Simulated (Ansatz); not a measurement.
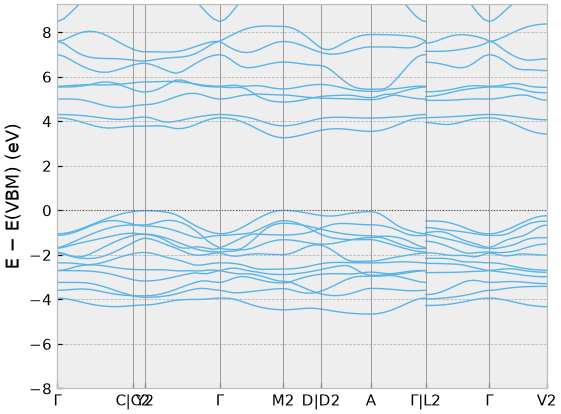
Figure. Band structure from the program Ansatz at the r²SCAN level (PAW)

**Question.** Read off the gap and where the band edges lie.

**Answer.** About 3.3 eV (3.26 eV by a search for the band edges); maximum at M2, minimum at M2.

The material is VBiO$_{4}$ in space group C2 (No. 5; V on 2a, Bi on 2b, O on 4c, O on 4c).

The workflow started from a Materials Project entry (that database holds measured and hypothetical structures alike); the Crystallography Open Database copy checked does not list it. It is not the phase usual at ambient conditions (space group No. 88). The r²SCAN relaxation kept the symmetry of its start; of distortions, only those at the zone centre were tested. The run is not spin-polarised. No Hubbard U is applied. Scalar-relativistic: spin–orbit coupling is off unless named, which matters more the heavier the elements.

Potentials: the later of the program's two PAW sets.
